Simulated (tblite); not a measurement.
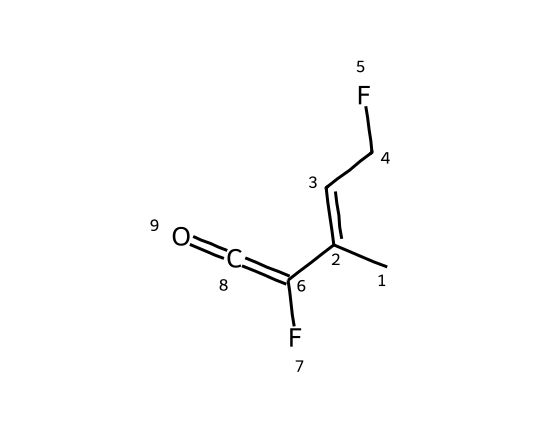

A structural formula, with wedges where it has stereocentres; small numbers name the atoms. The configuration is that of a computed structure (GFN2-xTB).

What are the Cahn–Ingold–Prelog descriptors?

Answer. C2=C3: E.
